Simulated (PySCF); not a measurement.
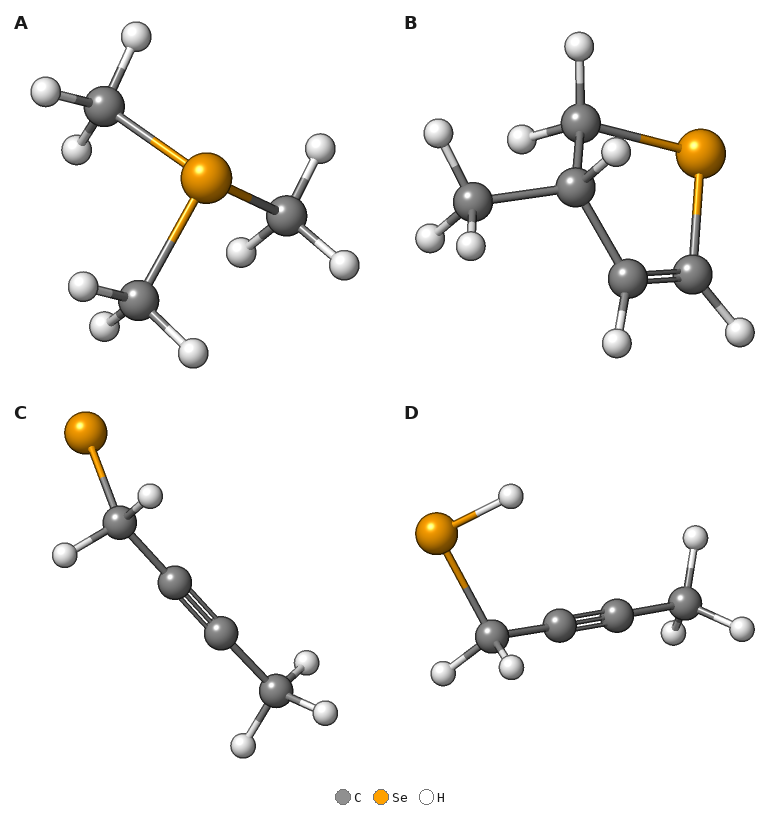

Source: calculation with PySCF.

> Match each picture to its SMILES.
(1) C[Se+](C)C
(2) C[C@H]1C=C[Se]C1
(3) CC#CC[Se-]
(4) CC#CC[SeH]

A is (1), B is (2), C is (3), D is (4).
